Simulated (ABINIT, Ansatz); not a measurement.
# CsLiMoO4 (F-43m): G0W0 on several meshes in ABINIT

Aim: the GW shift of CsLiMoO4 (F-43m) against the k mesh.

Calculated with ABINIT 10.8.3; LDA and many-body steps on it, plane waves.

## (1) The starting structure

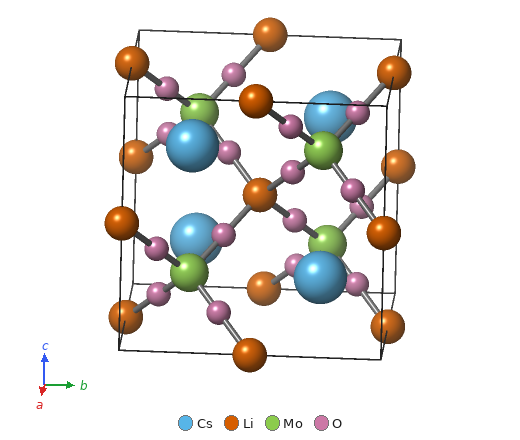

The cell as given, slightly off an axis (caesium blue, lithium orange, molybdenum green, oxygen pink). This picture shows the conventional cell, with its axes. Some periodic images of atoms are drawn too.

As a file:

```cif
data_structure
_symmetry_space_group_name_H-M 'P 1'
_symmetry_Int_Tables_number 1
_cell_length_a 5.9341
_cell_length_b 5.9341
_cell_length_c 5.9341
_cell_angle_alpha 60.000
_cell_angle_beta 60.000
_cell_angle_gamma 60.000
_cell_volume 147.76
loop_
_atom_site_label
_atom_site_type_symbol
_atom_site_fract_x
_atom_site_fract_y
_atom_site_fract_z
_atom_site_occupancy
Cs1 Cs 0.75000 0.75000 0.75000 1
Li2 Li 0.50000 0.50000 0.50000 1
Mo3 Mo 0.25000 0.25000 0.25000 1
O4 O 0.88637 0.37121 0.37121 1
O5 O 0.37121 0.37121 0.88637 1
O6 O 0.37121 0.88637 0.37121 1
O7 O 0.37121 0.37121 0.37121 1
```

The cell and positions are those that the Materials Project relaxed with its own functionals (PBE, PBE+U or r2SCAN), kept fixed. Spin-orbit coupling is left out unless a step names it.

## (2) Empty states on the mesh, 2×2×2 mesh, 291 bands

This step: ABINIT 10.8.3; DFT, LDA, plane waves, norm-conserving pseudopotentials.

The sums over transitions need many empty states on a uniform mesh; this step solves for them.

run.abi reads:

```
acell 3*1.0 Angstrom
rprim 
  0.000000000000 4.196030970000 4.196030970000
  4.196030970000 -0.000000000000 4.196030970000
  4.196030970000 4.196030970000 0.000000000000
ntypat 4
znucl 55 3 42 8
natom 7
typat 1 2 3 4 4 4 4
xred 
  0.750000000000 0.750000000000 0.750000000000
  0.500000000000 0.500000000000 0.500000000000
  0.250000000000 0.250000000000 0.250000000000
  0.886367480000 0.371210840000 0.371210840000
  0.371210840000 0.371210840000 0.886367480000
  0.371210840000 0.886367480000 0.371210840000
  0.371210840000 0.371210840000 0.371210840000
pp_dirpath "pseudos"
pseudos "Cs.upf, Li.upf, Mo.upf, O.upf"
ecut 36
ngkpt 2 2 2
nshiftk 1
shiftk 0 0 0
kptopt 1
chksymbreak 0
iscf -2
irdden 1
istwfk *1
nband 291
nbdbuf 26
tolwfr 1e-09
nstep 60
prtvol 0
indata_prefix "in"
outdata_prefix "out"
tmpdata_prefix "tmp"
```

On the command line:

```bash
$ OMP_NUM_THREADS=1 mpirun -n 4 abinit run.abi > log
```

Numbers of over 12 decimals in the logs are rounded to 6 here.

What it wrote:

```text
.Version 10.8.3 of ABINIT. v10.8.2 released Aug 2026.

 Symmetries : space group F-4 3 m (#216); Bravais cF (face-center cubic)
[... echo of the input left out ...]
== DATASET  1 ==================================================================
-   mpi_nproc: 4, omp_nthreads: 1 (-1 if OMP is not activated)
-    --> not optimal distribution: autoparal keyword recommended in input file <--

--- !DatasetInfo
iteration_state: {dtset: 1, }
dimensions: {natom: 7, nkpt: 3, mband: 291, nsppol: 1, nspinor: 1, nspden: 1, mpw: 10326, }
cutoff_energies: {ecut:  36.0, pawecutdg:  -1.0, }
[...]
2.78193    2.79857    2.79857    2.79971    2.79971    2.79971    2.80552    2.80552
   2.80552    2.84747    2.86168    2.86169    2.86169    2.86404    2.86405    2.86405
   2.93171    2.93318    2.93867
 prteigrs : prtvol=0 or 1, do not print more k-points.

== END DATASET(S) ==============================================================
================================================================================

 -outvars: echo values of variables after computation  --------
            nband         291
             nkpt           3
          spgroup         216
 [... the other variables as echoed above ...]

 Calculation completed.
```

Run time: 3 min. Hardware: 4 MPI ranks of Arm Neoverse V1, shared host; peak memory 0.52 GiB; 12 min of CPU time.

Numbers from this step:

| Item | Value |
| --- | --- |
| gap | 4.433 eV |
| k of the valence top | 0.5, 0, 0 |
| k of the conduction bottom | 0.5, 0.5, 0 |
| least direct gap | 4.493 eV |
| k points computed | 3 |
| lowest point of the top converged band, above the valence top | 74.3421 eV |

On this mesh the gap is 4.433 eV.

The density comes from a self-consistent run that is not shown.

## (3) Screening, 2×2×2 mesh, 122 bands, screening to 114.3 eV

The RPA dielectric matrix is built and inverted for each q.

This step: RPA screening on LDA, plane waves, norm-conserving pseudopotentials.

Edit run.abi of step 2 so:

```diff
@@ -25,10 +25,11 @@
 chksymbreak 0
-iscf -2
-irdden 1
 istwfk *1
-nband 291
-nbdbuf 26
-tolwfr 1e-09
-nstep 60
-prtvol 0
+occopt 1
+irdwfk 1
+optdriver 3
+nband 122
+ecuteps 4.2
+inclvkb 2
+awtr 1
+symchi 1
 indata_prefix "in"
```

What it wrote:

```text
.Version 10.8.3 of ABINIT. v10.8.2 released Aug 2026.

 Symmetries : space group F-4 3 m (#216); Bravais cF (face-center cubic)
[... echo of the input left out ...]
== DATASET  1 ==================================================================
-   mpi_nproc: 4, omp_nthreads: 1 (-1 if OMP is not activated)

--- !DatasetInfo
iteration_state: {dtset: 1, }
dimensions: {natom: 7, nkpt: 3, mband: 122, nsppol: 1, nspinor: 1, nspden: 1, mpw: 10326, }
cutoff_energies: {ecut:  36.0, pawecutdg:  -1.0, }
electrons: {nelect:   5.00000000E+01, charge:   0.00000000E+00, occopt:   1.00000000E+00, tsmear:   1.00000000E-02, }

 SCREENING: Calculation of the susceptibility and dielectric matrices

 Based on a program developped by R.W. Godby, V. Olevano, G. Onida, and L. Reining.
 Incorporated in ABINIT by V. Olevano, G.-M. Rignanese, and M. Torrent.
.Using double precision arithmetic ; gwpc =  8

[... cell and pseudopotentials left out ...]
--------------------------------------------------------------------------------

 ==== K-mesh for the wavefunctions ====
 Number of points in the irreducible wedge :     3
[... list of points left out ...]
 Together with 24 symmetry operations and time-reversal symmetry
 yields     8 points in the full Brillouin Zone.

 ==== Q-mesh for the screening function ====
 Number of points in the irreducible wedge :     3
[... list of points left out ...]
 Together with 24 symmetry operations and time-reversal symmetry
 yields     8 points in the full Brillouin Zone.

 setmesh: FFT mesh size selected  =    45x   45x   45
          total number of points  =        91125

 vcoul_init : cutoff-mode = AUXILIARY_FUNCTION
 q-points for optical limit:   1
     1)      0.000010    0.000020    0.000030

- screening: taking advantage of time-reversal symmetry
- Maximum band index for partially occupied states nbvw = 25
- Remaining bands to be divided among processors   nbcw = 97
- Number of bands treated by each node ~24

 Number of electrons calculated from density =   50.0000; Expected =   50.0000
 average of density, n =  0.050145
 r_s =    1.6823
 omega_plasma =   21.6008 [eV]

 calculating chi0 at frequencies [eV] :
  1    0.000000E+00    0.000000E+00
  2    0.000000E+00    2.160077E+01

--------------------------------------------------------------------------------
  q-point number  1        q = ( 0.000000, 0.000000, 0.000000) [r.l.u.]
--------------------------------------------------------------------------------
[... chi0 elements left out ...]
 For q-point:  0.000010 0.000020 0.000030
  dielectric constant =   2.4829
  dielectric constant without local fields =   3.3158

  Average fulfillment of the sum rule on Im[epsilon] for q-point    1 :     51.01  [%]
[... wings left out ...]
  q-point number  2        q = ( 0.500000, 0.000000, 0.000000) [r.l.u.]
--------------------------------------------------------------------------------
[... chi0 elements left out ...]
  Average fulfillment of the sum rule on Im[epsilon] for q-point    2 :     58.21  [%]

 [... 1 further q-points ...]
```

It took 34 s on 4 MPI ranks; peak memory 1.8 GiB; 2.3 min of CPU time.

Numbers from this step:

```yaml
eps_infinity_with_local_fields_on_this_mesh_along_the_program_s_q_direction: 2.483
the_same_without_local_fields: 3.316
plasma_frequency: 21.60 eV
plane_waves_in_the_screening_matrix: 411
```

Local fields lower ε∞ by 25 %. On a Γ-centred mesh this coarse the value itself is usually too large, while a short band sum pulls it down.

## (4) 2×2×2

The self-energy is evaluated for the states that the input lists, and the levels follow from it, in one-shot runs by the linearised quasiparticle equation.

This step: G0W0 on LDA, plane waves, norm-conserving pseudopotentials.

Edit run.abi of step 3 so:

```diff
@@ -28,8 +28,19 @@
 irdwfk 1
-optdriver 3
+optdriver 4
 nband 122
+gwcalctyp 0
+ecutsigx 36
+symsigma 1
+nkptgw 3
+kptgw 
+  0.5000000000 0.0000000000 0.0000000000
+  0.5000000000 0.5000000000 0.0000000000
+  0.0000000000 0.0000000000 0.0000000000
+bdgw 
+  23 27
+  24 27
+  23 28
 ecuteps 4.2
-inclvkb 2
-awtr 1
-symchi 1
+irdscr 1
+ppmodel 1
 indata_prefix "in"
```

What it wrote:

```text
.Version 10.8.3 of ABINIT. v10.8.2 released Aug 2026.

 Symmetries : space group F-4 3 m (#216); Bravais cF (face-center cubic)
[... echo of the input left out ...]
== DATASET  1 ==================================================================
-   mpi_nproc: 4, omp_nthreads: 1 (-1 if OMP is not activated)

--- !DatasetInfo
iteration_state: {dtset: 1, }
dimensions: {natom: 7, nkpt: 3, mband: 122, nsppol: 1, nspinor: 1, nspden: 1, mpw: 10326, }
cutoff_energies: {ecut:  36.0, pawecutdg:  -1.0, }
electrons: {nelect:   5.00000000E+01, charge:   0.00000000E+00, occopt:   1.00000000E+00, tsmear:   1.00000000E-02, }

 SIGMA: Calculation of the GW corrections

 Based on a program developped by R.W. Godby, V. Olevano, G. Onida, and L. Reining.
 Incorporated in ABINIT by V. Olevano, G.-M. Rignanese, and M. Torrent.
.Using double precision arithmetic ; gwpc =  8

[... cell and pseudopotentials left out ...]
--------------------------------------------------------------------------------

 ==== K-mesh for the wavefunctions ====
 Number of points in the irreducible wedge :     3
[... list of points left out ...]
 Together with 24 symmetry operations and time-reversal symmetry
 yields     8 points in the full Brillouin Zone.

 ==== Q-mesh for screening function ====
 Number of points in the irreducible wedge :     3
[... list of points left out ...]
 Together with 24 symmetry operations and time-reversal symmetry
 yields     8 points in the full Brillouin Zone.

 vcoul_init : cutoff-mode = AUXILIARY_FUNCTION
 q-points for optical limit:   1
     1)      0.000010    0.000020    0.000030
 setmesh: FFT mesh size selected  =    64x   64x   64
          total number of points  =       262144

 Number of electrons calculated from density =   50.0000; Expected =   50.0000
 average of density, n =  0.050145
 r_s =    1.6823
 omega_plasma =   21.6008 [eV]

 === KS Band Gaps ===
  >>>> For spin  1
   Minimum direct gap =   4.4927 [eV], located at k-point      :   0.0000  0.0000  0.0000
   Fundamental gap    =   4.4330 [eV], Top of valence bands at :   0.5000  0.0000  0.0000
                                       Bottom of conduction at :   0.5000  0.5000  0.0000
 SIGMA fundamental parameters:
 PLASMON POLE MODEL  1
 number of plane-waves for SigmaX                10177
 number of plane-waves for SigmaC and W            411
 number of plane-waves for wavefunctions         10177
 number of bands                                   122
 number of independent spin polarizations            1
 number of spinorial components                      1
 number of k-points in IBZ                           3
 number of q-points in IBZ                           3
 number of symmetry operations                      24
 number of k-points in BZ                            8
 number of q-points in BZ                            8
 number of frequencies for dSigma/dE                 9
 frequency step for dSigma/dE [eV]                0.25
 number of omega for Sigma on real axis              0
 max omega for Sigma on real axis  [eV]           0.00
 zcut for avoiding poles [eV]                     0.10

 EPSILON^-1 parameters (SCR file):
 dimension of the eps^-1 matrix on file            411
 dimension of the eps^-1 matrix used               411
 number of plane-waves for wavefunctions         10177
 number of bands                                   122
 number of q-points in IBZ                           3
 number of frequencies                               2
 number of real frequencies                          1
 number of imag frequencies                          1

 matrix elements of self-energy operator (all in [eV])

 Perturbative Calculation

--- !SelfEnergy_ee
iteration_state: {dtset: 1, }
kpoint     : [   0.500,    0.000,    0.000, ]
spin       : 1
KS_gap     :    4.811
QP_gap     :    7.979
Delta_QP_KS:    3.168
data: !SigmaeeData |
     Band     E0 <VxcDFT>   SigX SigC(E0)      Z dSigC/dE  Sig(E)    E-E0       E
       23  -0.533 -18.332 -23.077   4.117   0.776  -0.288 -18.820  -0.488  -1.020
       24  -0.533 -18.332 -23.077   4.117   0.776  -0.288 -18.820  -0.488  -1.020
       25  -0.050 -19.196 -23.868   4.151   0.775  -0.291 -19.599  -0.404  -0.454
       26   4.761 -19.233 -13.701  -2.113   0.809  -0.237 -16.469   2.764   7.525
       27   4.761 -19.233 -13.701  -2.113   0.809  -0.237 -16.469   2.764   7.525

--- !SelfEnergy_ee
iteration_state: {dtset: 1, }
kpoint     : [   0.500,    0.500,    0.000, ]
spin       : 1
KS_gap     :    4.791
QP_gap     :    7.848
Delta_QP_KS:    3.058
data: !SigmaeeData |
     Band     E0 <VxcDFT>   SigX SigC(E0)      Z dSigC/dE  Sig(E)    E-E0       E
       24  -0.408 -18.609 -23.316   4.112   0.777  -0.288 -19.072  -0.462  -0.870
[...]
--- !SelfEnergy_ee
iteration_state: {dtset: 1, }
kpoint     : [   0.000,    0.000,    0.000, ]
spin       : 1
KS_gap     :    4.493
QP_gap     :    6.162
Delta_QP_KS:    1.669
data: !SigmaeeData |
     Band     E0 <VxcDFT>   SigX SigC(E0)      Z dSigC/dE  Sig(E)    E-E0       E
[...]
26   4.438  -6.987  -2.967  -2.585   0.881  -0.134  -5.722   1.265   5.703
       27   4.580 -18.723 -13.157  -2.206   0.812  -0.232 -15.995   2.728   7.308
       28   4.580 -18.723 -13.157  -2.206   0.812  -0.232 -15.995   2.728   7.308

 New Fermi energy :        9.636512E-02 Ha ,    2.622228E+00 eV

 === QP Band Gaps ===
  >>>> For spin  1
   Minimum direct gap =   6.1615 [eV], located at k-point      :   0.0000  0.0000  0.0000
   Fundamental gap    =   6.1562 [eV], Top of valence bands at :   0.5000  0.0000  0.0000
                                       Bottom of conduction at :   0.0000  0.0000  0.0000

== END DATASET(S) ==============================================================
================================================================================

 -outvars: echo values of variables after computation  --------
           etotal      0.0000000000E+00
            nband         122
             nkpt           3
          spgroup         216
 [... the other variables as echoed above ...]

 Calculation completed.
```

Wall time 21 s (4 MPI ranks); peak memory 1.3 GiB; 85 s of CPU time.

This step gave:

```
G0W0 gap on the points computed              : 6.157 eV
starting gap on the mesh                     : 4.433 eV
k of the valence top                         : 0.5, 0, 0
k of the conduction bottom                   : 0, 0, 0
Z at the valence top                         : 0.775
Z at the conduction bottom                   : 0.881
least direct G0W0 gap on the computed points : 6.162 eV
```

The gap on the mesh goes from 4.43 eV to 6.16 eV, a correction of +1.72 eV.

## (5) Empty states on the mesh, 4×4×4 mesh, 134 bands

This step: DFT, LDA, plane waves, norm-conserving pseudopotentials.

Edit run.abi of step 4 so:

```diff
@@ -20,3 +20,3 @@
 ecut 36
-ngkpt 2 2 2
+ngkpt 4 4 4
 nshiftk 1
@@ -25,22 +25,10 @@
 chksymbreak 0
+iscf -2
+irdden 1
 istwfk *1
-occopt 1
-irdwfk 1
-optdriver 4
-nband 122
-gwcalctyp 0
-ecutsigx 36
-symsigma 1
-nkptgw 3
-kptgw 
-  0.5000000000 0.0000000000 0.0000000000
-  0.5000000000 0.5000000000 0.0000000000
-  0.0000000000 0.0000000000 0.0000000000
-bdgw 
-  23 27
-  24 27
-  23 28
-ecuteps 4.2
-irdscr 1
-ppmodel 1
+nband 134
+nbdbuf 12
+tolwfr 1e-09
+nstep 60
+prtvol 0
 indata_prefix "in"
```

What it wrote:

```text
.Version 10.8.3 of ABINIT. v10.8.2 released Aug 2026.

 Symmetries : space group F-4 3 m (#216); Bravais cF (face-center cubic)
[... echo of the input left out ...]
== DATASET  1 ==================================================================
-   mpi_nproc: 4, omp_nthreads: 1 (-1 if OMP is not activated)

--- !DatasetInfo
iteration_state: {dtset: 1, }
dimensions: {natom: 7, nkpt: 8, mband: 134, nsppol: 1, nspinor: 1, nspden: 1, mpw: 10326, }
cutoff_energies: {ecut:  36.0, pawecutdg:  -1.0, }
[...]
1.41701    1.41701    1.42876    1.42876    1.42876    1.43506    1.44525    1.44525
   1.45150    1.45150    1.45150    1.46917    1.48716    1.48716    1.53123    1.53123
   1.53129    1.53732    1.53732    1.53762    1.54233    1.55816
 prteigrs : prtvol=0 or 1, do not print more k-points.

== END DATASET(S) ==============================================================
================================================================================

 -outvars: echo values of variables after computation  --------
            nband         134
             nkpt           8
          spgroup         216
 [... the other variables as echoed above ...]

 Calculation completed.
```

The job ended after 1.9 min (4 MPI ranks; peak memory 0.58 GiB; 7.6 min of CPU time).

Numbers from this step:

| Property | Result |
| --- | --- |
| gap | 4.433 eV |
| k of the valence top | 0.5, 0, 0 |
| k of the conduction bottom | 0.5, 0.5, 0 |
| least direct gap | 4.493 eV |
| k points computed | 8 |
| lowest point of the top converged band, above the valence top | 39.55 eV |

On this mesh the gap is 4.433 eV.

## (6) Screening, 4×4×4 mesh, 122 bands, screening to 114.3 eV

This step: RPA screening on LDA, plane waves, norm-conserving pseudopotentials.

Edit run.abi of step 5 so:

```diff
@@ -25,10 +25,11 @@
 chksymbreak 0
-iscf -2
-irdden 1
 istwfk *1
-nband 134
-nbdbuf 12
-tolwfr 1e-09
-nstep 60
-prtvol 0
+occopt 1
+irdwfk 1
+optdriver 3
+nband 122
+ecuteps 4.2
+inclvkb 2
+awtr 1
+symchi 1
 indata_prefix "in"
```

What it wrote:

```text
.Version 10.8.3 of ABINIT. v10.8.2 released Aug 2026.

 Symmetries : space group F-4 3 m (#216); Bravais cF (face-center cubic)
[... echo of the input left out ...]
== DATASET  1 ==================================================================
-   mpi_nproc: 4, omp_nthreads: 1 (-1 if OMP is not activated)

--- !DatasetInfo
iteration_state: {dtset: 1, }
dimensions: {natom: 7, nkpt: 8, mband: 122, nsppol: 1, nspinor: 1, nspden: 1, mpw: 10326, }
cutoff_energies: {ecut:  36.0, pawecutdg:  -1.0, }
electrons: {nelect:   5.00000000E+01, charge:   0.00000000E+00, occopt:   1.00000000E+00, tsmear:   1.00000000E-02, }

 SCREENING: Calculation of the susceptibility and dielectric matrices

 Based on a program developped by R.W. Godby, V. Olevano, G. Onida, and L. Reining.
 Incorporated in ABINIT by V. Olevano, G.-M. Rignanese, and M. Torrent.
.Using double precision arithmetic ; gwpc =  8

[... cell and pseudopotentials left out ...]
--------------------------------------------------------------------------------

 ==== K-mesh for the wavefunctions ====
 Number of points in the irreducible wedge :     8
[... list of points left out ...]
 Together with 24 symmetry operations and time-reversal symmetry
 yields    64 points in the full Brillouin Zone.

 ==== Q-mesh for the screening function ====
 Number of points in the irreducible wedge :     8
[... list of points left out ...]
 Together with 24 symmetry operations and time-reversal symmetry
 yields    64 points in the full Brillouin Zone.

 setmesh: FFT mesh size selected  =    45x   45x   45
          total number of points  =        91125

 vcoul_init : cutoff-mode = AUXILIARY_FUNCTION
 q-points for optical limit:   1
     1)      0.000010    0.000020    0.000030

- screening: taking advantage of time-reversal symmetry
- Maximum band index for partially occupied states nbvw = 25
- Remaining bands to be divided among processors   nbcw = 97
- Number of bands treated by each node ~24

 Number of electrons calculated from density =   50.0000; Expected =   50.0000
 average of density, n =  0.050145
 r_s =    1.6823
 omega_plasma =   21.6008 [eV]

 calculating chi0 at frequencies [eV] :
  1    0.000000E+00    0.000000E+00
  2    0.000000E+00    2.160077E+01

--------------------------------------------------------------------------------
  q-point number  1        q = ( 0.000000, 0.000000, 0.000000) [r.l.u.]
--------------------------------------------------------------------------------
[... chi0 elements left out ...]
 For q-point:  0.000010 0.000020 0.000030
  dielectric constant =   2.4783
  dielectric constant without local fields =   3.3115

  Average fulfillment of the sum rule on Im[epsilon] for q-point    1 :     51.06  [%]
[... wings left out ...]
  q-point number  2        q = ( 0.250000, 0.000000, 0.000000) [r.l.u.]
--------------------------------------------------------------------------------
[... chi0 elements left out ...]
  Average fulfillment of the sum rule on Im[epsilon] for q-point    2 :     63.88  [%]

 [... 6 further q-points ...]
```

It took 4.8 min on 4 MPI ranks; peak memory 3.4 GiB.

This step gave:

- ε∞ with local fields, on this mesh, along the program's q direction: 2.478
- the same without local fields: 3.312
- plasma frequency: 21.60 eV
- plane waves in the screening matrix: 411

(Part 1 of 2 ends here.)

[Paths, hosts, dates, memory and timing lines, banners, echoed tables and standing remarks are left out of the program output.]

[Logs are printed without paths, hosts, clocks, repeated set-up lines and the standing remarks that a program may print on its own settings, such as how far it seeks lower states.]

[Runs of the session that timed out or met a known fault of the program may be left out.]

[Hosts, paths, dates, database ids (printed as entryN), source tags and the programs' standing remarks are cut or masked in the printed files.]

[G0W0 gaps are taken among the corrected bands and points alone; a level outside them can change the order at an edge.]

[Where Ansatz stands beside ABINIT at settings called matched, ABINIT's density can come from a denser mesh and the files from another edition; pairs whose starting gaps differed by over 0.03 eV were left out, so agreement reads better than it is.]
